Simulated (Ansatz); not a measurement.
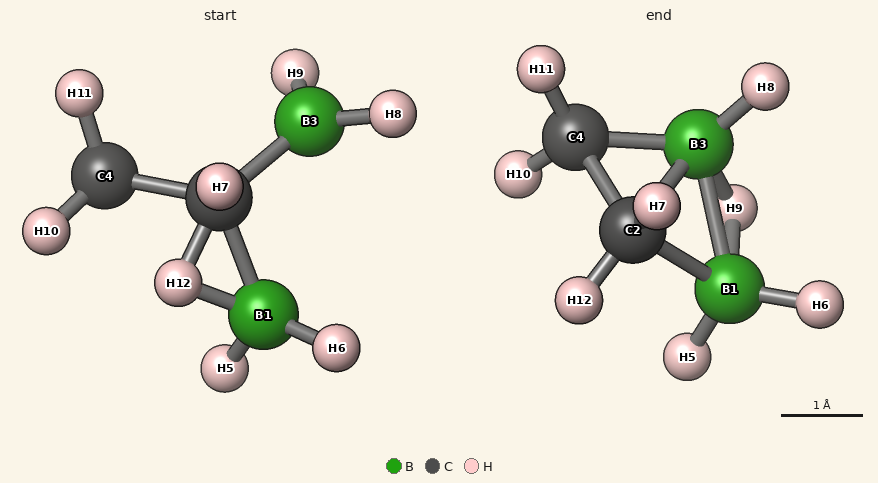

The structure of C2H8B2 before (left) and after (right) a relaxation, at one scale.

The picture is a ball-and-stick view, seen face on.

The run prepares an end point of a later path (hydrogen shift) calculation, from a guessed geometry.

Theory: Ansatz, RKS BLYP/6-31G*.

Input
```yaml
crystal:
  periodic: [false, false, false]
  atoms:
    - { symbol: B, position_ang: [-1.12399, 1.01121, -0.21333] }
    - { symbol: C, position_ang: [0.22495, 0.28808, 0.13767] }
    - { symbol: B, position_ang: [-0.12367, -0.55175, 1.41811] }
    - { symbol: C, position_ang: [0.85299, -0.51043, -1.01187] }
    - { symbol: H, position_ang: [-1.74997, 0.67352, -1.14053] }
    - { symbol: H, position_ang: [-1.51482, 1.88329, 0.45945] }
    - { symbol: H, position_ang: [0.92251, 1.06997, 0.46058] }
    - { symbol: H, position_ang: [-0.30603, -0.01396, 2.44077] }
    - { symbol: H, position_ang: [-0.21592, -1.71581, 1.35313] }
    - { symbol: H, position_ang: [1.07181, 0.13719, -1.85952] }
    - { symbol: H, position_ang: [1.78403, -0.97859, -0.69563] }
    - { symbol: H, position_ang: [-0.12447, 0.87883, -0.80691] }
basis:
  gaussian: { orbitals: "6-31G*" }
hamiltonian:
  xc: blyp
relax:
  f_tol: 0.02
  max_steps: 50
```

Command:
```bash
ansatz run input.yaml --threads 1 --pin off --max-ram 2048MiB --backend cpu --events-out ev --progress --plain --runs-dir out
```

**Summarise the run.**

The energy falls by 605.6 kJ/mol in 19 accepted moves (21 points after the start). Largest force component: 4.3 eV/Å at the start, 0.016 eV/Å at the end. The line search rejected the trial steps at points 16, 18 of the run. The largest move after the best rigid fit is that of H9, 1.67 Å. Largest moves by element: H 1.67 Å, C 0.71 Å, B 0.68 Å. Near-neighbour distances that change, for instance: B1–H9 3.273 → 1.406 Å, B3–C4 2.619 → 1.535 Å, B1–H12 1.170 → 2.145 Å, B1–B3 2.471 → 1.828 Å. New bonds form, among them: B1–H9 (3.27 → 1.41 Å), B3–C4 (2.62 → 1.53 Å). Bonds break, among them: B1–H12 (1.17 → 2.15 Å). Bond angles that change, for instance: B3–C2–C4 115.1° → 54.5°, B1–C2–H12 47.9° → 95.7°, B1–C2–B3 103.8° → 63.5°. The run took 120 s on 1 thread of Intel(R) Xeon(R) Processor @ 2.50GHz (Skylake/Cascade Lake), on a shared host, peak memory 0.16 GiB.
